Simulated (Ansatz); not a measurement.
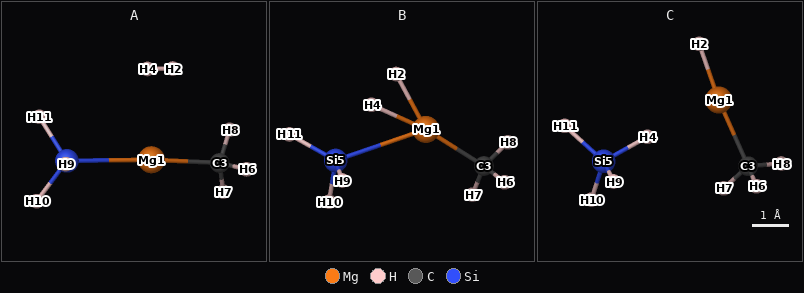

3 geometries from a converged minimum-energy path of CH8MgSi, made up at the start of CH4Mg and SiH$_{4}$, shuffled. A ball-and-stick model, seen from a free direction.

Method: RKS PBE-D4/def2-SVP (Ansatz 0.2.0). Set-up: 7 movable images; climbing image; force threshold 0.05 eV/Å; iteration limit 60; starting path through a guess of the saddle point.

**Which frame is the transition state?**

B. In order along the path, whose images run from 0 to 8: C (image 0, 0.00 eV), B (image 3, +1.05 eV), A (image 7, −0.12 eV). Breaking: H4–Si5 (1.51 → 1.91 at the top → 3.55 Å), Mg1–H2 (1.72 → 1.85 at the top → 2.67 Å). Forming: H2–H4 (3.06 → 1.14 at the top → 0.77 Å), Mg1–Si5 (3.91 → 2.88 at the top → 2.59 Å).

Limits of the set-up: the start holds two separate molecules, 2.4 Å apart at their closest, whose relative position is a soft coordinate.

The run took 3.4 min on 2 threads of Intel(R) Xeon(R) Platinum 8259CL CPU @ 2.50GHz (Skylake/Cascade Lake), with other jobs on the host, peak memory 0.17 GiB.
